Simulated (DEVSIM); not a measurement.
Device: TaN/La2O3/SiO2/p-Si capacitor, at 300 K.

```
layer (left to right)  material  thickness (nm)  Na (cm⁻³)
---------------------  --------  --------------  ---------
1                         La2O3            27.0          -
2                          SiO2           0.640          -
3                            Si            6000     9.2e15
```

Metal gate on the left, work function 4.4 eV. Fixed charge at the semiconductor interface 8.6e10 cm⁻² (in units of +e); no interface traps.

This is a model device: material constants are rounded textbook-type values typed into the input, and sizes, dopings and lifetimes were drawn at random. Values at 300 K.

```csv
parameter,La2O3,SiO2,Si
gap (eV),5.8,9,1.124
affinity (eV),1.8,0.9,4.05
permittivity,27,3.9,11.7
Nc (cm⁻³),-,-,2.86e19
Nv (cm⁻³),-,-,3.1e19
```

DEVSIM, 1D Poisson equation in equilibrium, Boltzmann statistics, complete ionisation; no quantum confinement or tunnelling. Metal contacts follow the ideal Schottky-Mott rule: no Fermi-level pinning, no interface dipoles.

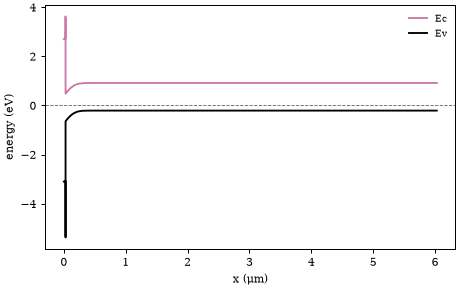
Band edges at -0.1 V on the gate

Energies count from the Fermi level of the right contact; mesh points crowd at the junctions.

| x (μm) | Ec (eV) | Ev (eV) | n (cm⁻³) | p (cm⁻³) | field (V/cm) |
|---|---|---|---|---|---|
| 0.000 | 2.700 | -3.100 | < 1e2 | < 1e2 | 9000 |
| 0.001754 | 2.702 | -3.098 | < 1e2 | < 1e2 | 9000 |
| 0.006151 | 2.706 | -3.094 | < 1e2 | < 1e2 | 9000 |
| 0.01562 | 2.714 | -3.086 | < 1e2 | < 1e2 | 9000 |
| 0.02437 | 2.722 | -3.078 | < 1e2 | < 1e2 | 9000 |
| 0.02668 | 2.724 | -3.076 | < 1e2 | < 1e2 | 9000 |
| 0.02739 | 3.627 | -5.373 | < 1e2 | < 1e2 | 63000 |
| 0.02948 | 0.485 | -0.639 | 2.1e11 | 5.6e8 | 34000 |
| 0.03422 | 0.501 | -0.623 | 1.1e11 | 1.0e9 | 33000 |
| 0.04716 | 0.542 | -0.582 | 2.2e10 | 5.3e9 | 31000 |
| 0.07990 | 0.637 | -0.487 | 5.6e8 | 2.1e11 | 27000 |
| 0.2201 | 0.874 | -0.250 | 60000 | 1.9e15 | 7500 |
| 0.5438 | 0.914 | -0.210 | 13000 | 9.2e15 | ≈ 0 |
| 1.363 | 0.914 | -0.210 | 13000 | 9.2e15 | ≈ 0 |
| 4.161 | 0.914 | -0.210 | 13000 | 9.2e15 | ≈ 0 |
| 5.306 | 0.914 | -0.210 | 13000 | 9.2e15 | ≈ 0 |
| 5.758 | 0.914 | -0.210 | 13000 | 9.2e15 | ≈ 0 |
| 5.924 | 0.914 | -0.210 | 13000 | 9.2e15 | ≈ 0 |
| 6.000 | 0.914 | -0.210 | 13000 | 9.2e15 | ≈ 0 |
| 6.018 | 0.914 | -0.210 | 13000 | 9.2e15 | ≈ 0 |
| 6.025 | 0.914 | -0.210 | 13000 | 9.2e15 | ≈ 0 |
| 6.028 | 0.914 | -0.210 | 13000 | 9.2e15 | ≈ 0 |
